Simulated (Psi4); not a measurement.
# Two attempts at ClHO2S (SMILES O=[SH](=O)Cl)

Aim: the vertical excitations of ClHO2S at TDHF/cc-pV(D+d)Z (density fitting, save jk yes).

The results are computed with Psi4 1.11.

### Step 1. The structure to begin with

ClHO2S has 5 atoms, charge 0, and is taken as a singlet. SMILES: `O=[SH](=O)Cl`. Geometry: relaxed at GFN2-xTB.

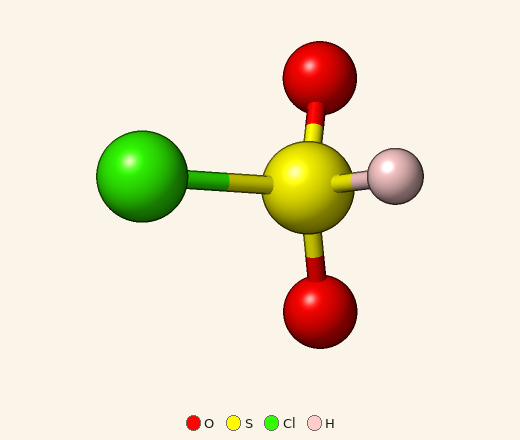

Viewed from a chosen angle; oxygen red, sulfur yellow, chlorine green, hydrogen pink.

### Step 2. First attempt

Contents of clho2s.in:

```
memory 1.6 GB

molecule system {
  O
  S 1 r2
  O 2 r3 1 a3
  Cl 2 r4 1 a4 3 d4
  H 2 r5 1 a5 3 d5

  r2 = 1.420066
  r3 = 1.420161
  a3 = 121.0909
  r4 = 2.040551
  a4 = 109.16041
  d4 = 127.84252
  r5 = 1.398861
  a5 = 107.78638
  d5 = -124.5974
  no_reorient
  no_com
}

set basis cc-pV(D+d)Z
set scf_type df
set save_jk true
set maxiter 5

from psi4.driver.procrouting.response.scf_response import tdscf_excitations
result, w = energy('scf', return_wfn=True)
states = tdscf_excitations(w, states=5, tda=False)
print_variables()
```

The run is started by

```sh
psi4 -i clho2s.in -o clho2s.out -n 1
```

clho2s.out:

```text
Psi4 1.11 release

   => Loading Basis Set <=

    Name: CC-PV(D+D)Z
    Role: ORBITAL
    Keyword: BASIS

         ---------------------------------------------------------
                                   SCF
                              RHF Reference
                        1 Threads,   1525 MiB Core
         ---------------------------------------------------------

  ==> Geometry <==

    Molecular point group: c1
    Full point group: C1

    Geometry (in Angstrom), charge = 0, multiplicity = 1:

       Center              X                  Y                   Z               Mass
    ------------   -----------------  -----------------  -----------------  -----------------
         O           -0.521550404715    -0.226750915138    -1.548814244952    15.994914619570
         S           -0.521550404715    -0.226750915138    -0.128748244952    31.972071174400
         O           -0.521550404715    -1.442904526649     0.604619097604    15.994914619570
         CL           1.000605231062     0.955764343686     0.540989216090    34.968852682000
         H           -1.618000961149     0.529566227275     0.298560372686     1.007825032230

  Running in c1 symmetry.

  Rotational constants: A =      0.30682  B =      0.13048  C =      0.09796 [cm^-1]
  Rotational constants: A =   9198.15161  B =   3911.69095  C =   2936.82889 [MHz]
  Nuclear repulsion =  243.413503048689478

  Charge       = 0
  Multiplicity = 1
  Electrons    = 50
  Nalpha       = 25
  Nbeta        = 25

  ==> Algorithm <==

  SCF Algorithm Type is DF.
  DIIS enabled.
  MOM disabled.
  Fractional occupation disabled.
  Guess Type is SAD.
  Energy threshold   = 1.00e-06
  Density threshold  = 1.00e-06
  Integral threshold = 1.00e-12

  ==> Primary Basis <==

  Basis Set: CC-PV(D+D)Z
    Blend: CC-PV(D+D)Z
    Number of shells: 33
    Number of basis functions: 79
    Number of Cartesian functions: 85
    Spherical Harmonics?: true
    Max angular momentum: 2

   => Loading Basis Set <=

    Name: (CC-PV(D+D)Z AUX)
    Role: JKFIT
    Keyword: DF_BASIS_SCF

  ==> Integral Setup <==

  DFHelper Memory: AOs need 0.020 GiB; user supplied 1.118 GiB.
  SCF_SUBTYPE=INCORE selected. In-core MEM_DF algorithm will be used.
  Using in-core AOs.

  ==> MemDFJK: Density-Fitted J/K Matrices <==

    J tasked:                   Yes
    K tasked:                   Yes
    wK tasked:                   No
    Memory [MiB]:              1144
    Algorithm:                 Core
    Schwarz Cutoff:           1E-12
    Mask sparsity (%):       0.0000
    Fitting Condition:        1E-10

   => Auxiliary Basis Set <=

  Basis Set: (CC-PV(D+D)Z AUX)
    Blend: CC-PVDZ-JKFIT
    Number of shells: 129
    Number of basis functions: 387
    Number of Cartesian functions: 447
    Spherical Harmonics?: true
    Max angular momentum: 3

  Minimum eigenvalue in the overlap matrix is 1.2397094327E-02.
  Reciprocal condition number of the overlap matrix is 3.4220752686E-03.
    Using symmetric orthogonalization.

  ==> Pre-Iterations <==

  SCF Guess: Superposition of Atomic Densities via on-the-fly atomic UHF (no occupation information).

   -------------------------
    Irrep   Nso     Nmo
   -------------------------
     A         79      79
   -------------------------
    Total      79      79
   -------------------------

  ==> Iterations <==

                           Total Energy        Delta E     RMS |[F,P]|

   @DF-RHF iter SAD: -1007.48343187572709   -1.00748e+03   0.00000e+00
   @DF-RHF iter   1: -1007.05365163236252    4.29780e-01   8.75603e-03 ADIIS/DIIS
   @DF-RHF iter   2: -1007.14338682138987   -8.97352e-02   7.13996e-03 ADIIS/DIIS
   @DF-RHF iter   3: -1007.26044494708196   -1.17058e-01   4.68282e-04 ADIIS/DIIS
   @DF-RHF iter   4: -1007.26143385866715   -9.88912e-04   1.23520e-04 ADIIS/DIIS
   @DF-RHF iter   5: -1007.26151227869207   -7.84200e-05   4.32859e-05 DIIS

PsiException: Could not converge SCF iterations in 5 iterations.

  Failed to converge.

psi4.driver.p4util.exceptions.SCFConvergenceError: Could not converge SCF iterations in 5 iterations.

Printing out the relevant lines from the Psithon --> Python processed input file:
    core.set_global_option("BASIS", "cc-pV(D+d)Z")
    core.set_global_option("SCF_TYPE", "df")
    core.set_global_option("SAVE_JK", "true")
    core.set_global_option("MAXITER", 5)
    from psi4.driver.procrouting.response.scf_response import tdscf_excitations
--> result, w = energy('scf', return_wfn=True)
    states = tdscf_excitations(w, states=5, tda=False)
    print_variables()

!-----------------------------------------------------!
!                                                     !
!  Could not converge SCF iterations in 5 iterations. !
!                                                     !
!-----------------------------------------------------!

    Psi4 run time: 0:00:01.56
```

It took 2.9 s on 1 thread of Intel Xeon Platinum 8259CL at 2.50GHz (Skylake/Cascade Lake), shared host; peak memory 0.27 GiB.

### Step 3. Reading the log

No converged result was reached.

The telling line is `Could not converge SCF iterations in 5 iterations.`. What is wrong: the iteration cap is too low for convergence. To mend it: SCF iteration cap at its default in place of 5.

### Step 4. Try two

Contents of job.in:

```
memory 1600 mb

molecule {
  0 1
  O
  S 1 r2
  O 2 r3 1 a3
  Cl 2 r4 1 a4 3 d4
  H 2 r5 1 a5 3 d5

  r2 = 1.420066
  r3 = 1.420161
  a3 = 121.0909
  r4 = 2.040551
  a4 = 109.16041
  d4 = 127.84252
  r5 = 1.398861
  a5 = 107.78638
  d5 = -124.5974
  no_reorient
  no_com
}

set {
  basis    cc-pV(D+d)Z
  scf_type df
  save_jk  true
}

from psi4.driver.procrouting.response.scf_response import tdscf_excitations
result, w = energy("scf", return_wfn=True)
states = tdscf_excitations(w, states=5, tda=False)
```

The run is started by

```sh
psi4 -i job.in -o job.out -n 1
```

job.out, shortened:

```text
[...]
  Running in c1 symmetry.
[...]
   @DF-RHF iter   3: -1007.26044494708196   -1.17058e-01   4.68282e-04 DIIS/ADIIS
[...]
   @DF-RHF iter   6: -1007.26152369031763   -1.14116e-05   1.17903e-05 DIIS
[...]
**********                               WARNING                                **********
[... 22 lines left out ...]
Excited State    2 (1 A):   0.27697 au   164.51 nm f = 0.0027
[...]
Excited State    3 (1 A):   0.31056 au   146.71 nm f = 0.2760
[...]
Excited State    4 (1 A):   0.31925 au   142.72 nm f = 0.0003
[...]
Excited State    5 (1 A):   0.34682 au   131.38 nm f = 0.0047
[...]
**********                               WARNING                                **********
**********       The names of excited state variables changed between 1.5       **********
[...]
```

Run time: 4.8 s. Hardware: 1 thread of Intel Xeon Platinum 8259CL at 2.50GHz (Skylake/Cascade Lake), shared host; peak memory 0.28 GiB.

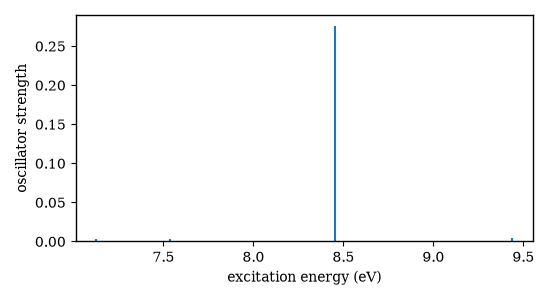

Vertical excitations as sticks.

The roots found:

| excited state | energy (eV) | strength | label |
| --- | --- | --- | --- |
| 1 | 7.127 | 0.0026 | A 1 |
| 2 | 7.537 | 0.0027 | A 1 |
| 3 | 8.451 | 0.2760 | A 1 |
| 4 | 8.687 | 0.0003 | A 1 |
| 5 | 9.437 | 0.0047 | A 1 |

### Step 5. Outcome

Level: TDHF/cc-pV(D+d)Z (density fitting, save jk yes).

```
                             quantity           value
    ground-state or mean-field energy  -1007.26153 Eh
 dipole moment (Hartree–Fock density)          3.03 D
  HOMO energy (Hartree–Fock orbitals)       -13.24 eV
  LUMO energy (Hartree–Fock orbitals)         1.91 eV
HOMO–LUMO gap (Hartree–Fock orbitals)        15.15 eV
             lowest excitation energy         7.13 eV
```

In words: The brightest of the 5 transitions from the ground state lies at 8.45 eV (147 nm, f = 0.276); the lowest, at 7.13 eV, has f = 0.003.
